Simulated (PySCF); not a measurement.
# C2H6Al2Cl2: a changed input and its effect

System: C2H6Al2Cl2.
Method of run A: TDA PBE0/MINI, vertical, IEF-PCM benzene (non-equilibrium linear response), core orbitals frozen in the response (PySCF 2.14.0).

The geometry comes from this level: GFN2-xTB. Text and figures count atoms from 1; the logs count them from 0 in places.

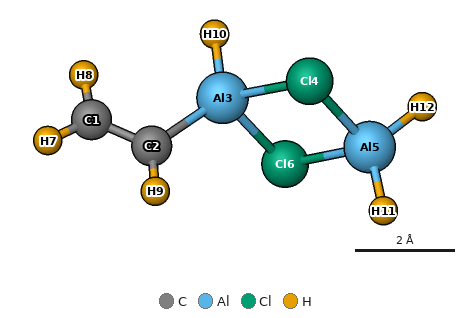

Figure 1. The structure (ball-and-stick view, seen at a tilt; atoms are numbered from 1 in the order of the input). Sticks mark near contacts.

The input, run A:
```
{"job": {"kind": "uv", "xc": "PBE0", "basis": "MINI", "solvent": "benzene", "nstates": 6, "ntriplets": 2, "tda": true, "grid": 1}, "charge": 0, "multiplicity": 1}
C     -2.724436    -0.666498     0.010913
C     -1.414451    -0.910770    -0.070005
Al    -0.240565     0.624757     0.301715
Cl     1.365185     0.122410     1.746623
Al     2.890308     0.358343     0.204074
Cl     1.335473     0.867259    -1.239810
H     -3.491524    -1.408585    -0.166373
H     -3.087438     0.320548     0.265139
H     -1.133904    -1.933586    -0.332398
H     -0.694058     2.048757     0.662504
H      3.456357    -1.031594    -0.148980
H      3.740249     1.608273     0.505290
```

The first line tells a small driver script what to run in PySCF; the rest is the geometry in Å.

Command:
```bash
OMP_NUM_THREADS=1 python <driver script> task.json out
```

Hardware: 1 CPU thread, shared host.

Output (run A):
```
final grid: 50528 points
cycle   1  E = -1476.6208242301  dE = -1.214e-01  |g| = 2.371e-01  |ddm| = 4.961e+00
cycle   2  E = -1476.6383222392  dE = -1.750e-02  |g| = 1.890e-01  |ddm| = 1.069e+00
cycle   3  E = -1476.6492572829  dE = -1.094e-02  |g| = 7.615e-02  |ddm| = 4.236e-01
cycle   4  E = -1476.6512019925  dE = -1.945e-03  |g| = 9.968e-03  |ddm| = 1.239e-01
cycle   5  E = -1476.6512377869  dE = -3.579e-05  |g| = 1.313e-03  |ddm| = 2.060e-02
cycle   6  E = -1476.6512385908  dE = -8.039e-07  |g| = 1.844e-04  |ddm| = 4.062e-03
cycle   7  E = -1476.6512386102  dE = -1.941e-08  |g| = 1.468e-05  |ddm| = 6.909e-04
cycle   8  E = -1476.6512386103  dE = -1.364e-10  |g| = 1.540e-06  |ddm| = 6.041e-05
converged SCF energy = -1476.6512386103

Static polarisability (au): isotropic 67.269, principal 49.080 50.239 102.488

Singlet excitations
state   eV       nm        f      main configurations
  1   6.2569    198.2   0.00003   H->L 0.88, H-2->L 0.09
  2   6.9085    179.5   0.00182   H-2->L 0.69, H->L+1 0.15, H->L 0.08
  3   7.4325    166.8   0.00630   H-3->L 0.90
  4   7.5044    165.2   0.28241   H-1->L 0.80, H-1->L+1 0.14
  5   7.6978    161.1   0.00061   H->L+1 0.82, H-2->L 0.14
  6   7.9591    155.8   0.01799   H-4->L 0.47, H->L+2 0.45

Triplet excitations (Tamm-Dancoff, eV): 4.5749 5.8629
```

The input of run B differs as follows (lines with − go, lines with + come):
```diff
-"basis": "MINI"
-"solvent": "benzene"
+"basis": "6-31G"
```

Predict how the results change.

The total energies belong to different models, so their difference says nothing on which is more stable or more accurate. The HOMO goes from −9.49 to −8.15 eV. The LUMO goes from −2.03 to −0.96 eV. The dipole moment goes from 1.06 to 1.25 D. The lowest excitation goes from 6.26 to 6.09 eV. The strongest computed line goes from 7.50 to 6.67 eV. The SCF takes 9 iterations against 8. The basis functions go from 52 to 82.

Output (run B):
```
final grid: 50528 points
cycle   1  E = -1484.3293726357  dE =  6.237e-01  |g| = 3.677e-01  |ddm| = 3.120e+00
cycle   2  E = -1484.3393747696  dE = -1.000e-02  |g| = 3.447e-01  |ddm| = 1.006e+00
cycle   3  E = -1484.3757069164  dE = -3.633e-02  |g| = 5.728e-02  |ddm| = 4.688e-01
cycle   4  E = -1484.3765349907  dE = -8.281e-04  |g| = 2.620e-02  |ddm| = 8.746e-02
cycle   5  E = -1484.3767181396  dE = -1.831e-04  |g| = 6.167e-03  |ddm| = 2.806e-02
cycle   6  E = -1484.3767291210  dE = -1.098e-05  |g| = 1.104e-03  |ddm| = 7.693e-03
cycle   7  E = -1484.3767295292  dE = -4.082e-07  |g| = 1.432e-04  |ddm| = 2.076e-03
cycle   8  E = -1484.3767295371  dE = -7.885e-09  |g| = 2.010e-05  |ddm| = 3.004e-04
cycle   9  E = -1484.3767295372  dE = -1.419e-10  |g| = 3.083e-06  |ddm| = 4.113e-05
converged SCF energy = -1484.3767295372

Static polarisability (au): isotropic 77.763, principal 58.060 69.277 105.954

Singlet excitations
state   eV       nm        f      main configurations
  1   6.0854    203.7   0.00084   H-1->L 0.92
  2   6.6693    185.9   0.17361   H->L 0.88
  3   6.7022    185.0   0.00176   H-2->L 0.80, H-1->L+1 0.14
  4   7.4032    167.5   0.00009   H-3->L 0.76, H->L+3 0.18
  5   7.4080    167.4   0.00217   H-1->L+1 0.70, H-2->L 0.15
  6   7.4702    166.0   0.01600   H->L+3 0.71, H-3->L 0.19

Triplet excitations (Tamm-Dancoff, eV): 4.3150 5.6271
```

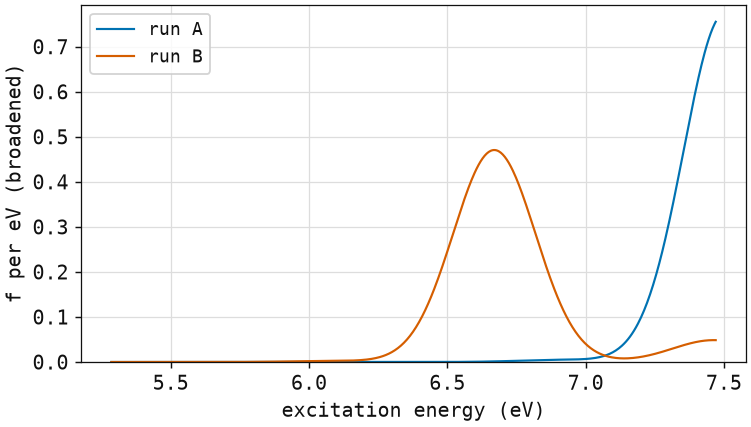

Figure 2. Absorption of the two runs from their computed states, each broadened by a Gaussian of 0.35 eV full width; the range ends where the shorter list of states ends.

The two runs side by side:

| quantity | run A | run B |
| --- | --- | --- |
| outcome | converged | converged |
| total energy (hartree) | −1476.651239 | −1484.376730 |
| HOMO (eV) | −9.49 | −8.15 |
| LUMO (eV) | −2.03 | −0.96 |
| dipole moment (D) | 1.06 | 1.25 |
| lowest excitation (eV) | 6.26 | 6.09 |
| SCF iterations | 8 | 9 |
| strongest computed line (eV) | 7.50 | 6.67 |
| basis functions | 52 | 82 |
| wall time (shared host) | 4.7 s | 6 s |
